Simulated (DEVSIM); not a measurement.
Structure: illuminated Si n-on-p cell, one wavelength, at 300 K.

```tsv
layer (left to right)	material	thickness (μm)	Nd (cm⁻³)	Na (cm⁻³)	τn (s)	τp (s)	absorption coefficient (cm⁻¹)
1	Si	0.100	2.4e18	-	5.5e-7	2.6e-7	680
2	Si	95.0	-	6.3e15	1.1e-5	1.1e-5	680
```

Left contact: ohmic, minority hole recombination velocity 100 cm/s. Right contact: ohmic, minority electron recombination velocity 900 cm/s. Voltage is applied to the left contact. Recombination: SRH at mid-gap, radiative, Auger. Light enters at the left, 7.7e17 photons cm⁻² s⁻¹, one pass, no reflection. Mobility is constant in doping.

Constants are typed, rounded textbook-type inputs, not results; the design itself was drawn at random and stands for no fabricated device. Values at 300 K.

```csv
parameter,Si
gap (eV),1.124
affinity (eV),4.05
permittivity,11.7
Nc (cm⁻³),2.86e19
Nv (cm⁻³),3.1e19
μn (cm²/Vs),1417
μp (cm²/Vs),470
B (cm³/s),4.7e-15
Cn (cm⁶/s),2.8e-31
Cp (cm⁶/s),9.9e-32
```

Simulated with DEVSIM: 1D drift-diffusion, Boltzmann statistics, complete ionisation; no tunnelling, impact ionisation, image-force lowering or self-heating.

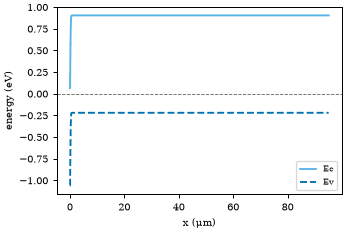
Figure: Band edges at zero bias, in the dark

Energies count from the Fermi level of the right contact; mesh points crowd at the junctions.

```json
[
 {"x (μm)": "0.000", "Ec (eV)": "0.064", "Ev (eV)": "-1.060", "n (cm⁻³)": "2.4e18", "p (cm⁻³)": "< 1e2", "field (V/cm)": "≈ 0"},
 {"x (μm)": "0.02302", "Ec (eV)": "0.064", "Ev (eV)": "-1.060", "n (cm⁻³)": "2.4e18", "p (cm⁻³)": "< 1e2", "field (V/cm)": "≈ 0"},
 {"x (μm)": "0.05776", "Ec (eV)": "0.064", "Ev (eV)": "-1.060", "n (cm⁻³)": "2.4e18", "p (cm⁻³)": "< 1e2", "field (V/cm)": "≈ 0"},
 {"x (μm)": "0.08701", "Ec (eV)": "0.064", "Ev (eV)": "-1.060", "n (cm⁻³)": "2.4e18", "p (cm⁻³)": "< 1e2", "field (V/cm)": "1100"},
 {"x (μm)": "0.1185", "Ec (eV)": "0.188", "Ev (eV)": "-0.936", "n (cm⁻³)": "2.0e16", "p (cm⁻³)": "5900", "field (V/cm)": "39000"},
 {"x (μm)": "0.1683", "Ec (eV)": "0.360", "Ev (eV)": "-0.764", "n (cm⁻³)": "2.6e13", "p (cm⁻³)": "4500000", "field (V/cm)": "32000"},
 {"x (μm)": "0.2764", "Ec (eV)": "0.647", "Ev (eV)": "-0.477", "n (cm⁻³)": "3.9e8", "p (cm⁻³)": "3.0e11", "field (V/cm)": "21000"},
 {"x (μm)": "0.6548", "Ec (eV)": "0.903", "Ev (eV)": "-0.221", "n (cm⁻³)": "19000", "p (cm⁻³)": "6.1e15", "field (V/cm)": "150"},
 {"x (μm)": "1.333", "Ec (eV)": "0.904", "Ev (eV)": "-0.220", "n (cm⁻³)": "18000", "p (cm⁻³)": "6.3e15", "field (V/cm)": "≈ 0"},
 {"x (μm)": "2.918", "Ec (eV)": "0.904", "Ev (eV)": "-0.220", "n (cm⁻³)": "18000", "p (cm⁻³)": "6.3e15", "field (V/cm)": "≈ 0"},
 {"x (μm)": "6.246", "Ec (eV)": "0.904", "Ev (eV)": "-0.220", "n (cm⁻³)": "18000", "p (cm⁻³)": "6.3e15", "field (V/cm)": "≈ 0"},
 {"x (μm)": "17.90", "Ec (eV)": "0.904", "Ev (eV)": "-0.220", "n (cm⁻³)": "18000", "p (cm⁻³)": "6.3e15", "field (V/cm)": "≈ 0"},
 {"x (μm)": "38.77", "Ec (eV)": "0.904", "Ev (eV)": "-0.220", "n (cm⁻³)": "18000", "p (cm⁻³)": "6.3e15", "field (V/cm)": "≈ 0"},
 {"x (μm)": "67.16", "Ec (eV)": "0.904", "Ev (eV)": "-0.220", "n (cm⁻³)": "18000", "p (cm⁻³)": "6.3e15", "field (V/cm)": "≈ 0"},
 {"x (μm)": "85.44", "Ec (eV)": "0.904", "Ev (eV)": "-0.220", "n (cm⁻³)": "18000", "p (cm⁻³)": "6.3e15", "field (V/cm)": "≈ 0"},
 {"x (μm)": "90.67", "Ec (eV)": "0.904", "Ev (eV)": "-0.220", "n (cm⁻³)": "18000", "p (cm⁻³)": "6.3e15", "field (V/cm)": "≈ 0"},
 {"x (μm)": "93.15", "Ec (eV)": "0.904", "Ev (eV)": "-0.220", "n (cm⁻³)": "18000", "p (cm⁻³)": "6.3e15", "field (V/cm)": "≈ 0"},
 {"x (μm)": "94.22", "Ec (eV)": "0.904", "Ev (eV)": "-0.220", "n (cm⁻³)": "18000", "p (cm⁻³)": "6.3e15", "field (V/cm)": "≈ 0"},
 {"x (μm)": "94.81", "Ec (eV)": "0.904", "Ev (eV)": "-0.220", "n (cm⁻³)": "18000", "p (cm⁻³)": "6.3e15", "field (V/cm)": "≈ 0"},
 {"x (μm)": "94.98", "Ec (eV)": "0.904", "Ev (eV)": "-0.220", "n (cm⁻³)": "18000", "p (cm⁻³)": "6.3e15", "field (V/cm)": "≈ 0"},
 {"x (μm)": "95.06", "Ec (eV)": "0.904", "Ev (eV)": "-0.220", "n (cm⁻³)": "18000", "p (cm⁻³)": "6.3e15", "field (V/cm)": "≈ 0"},
 {"x (μm)": "95.10", "Ec (eV)": "0.904", "Ev (eV)": "-0.220", "n (cm⁻³)": "18000", "p (cm⁻³)": "6.3e15", "field (V/cm)": "≈ 0"}
]
```
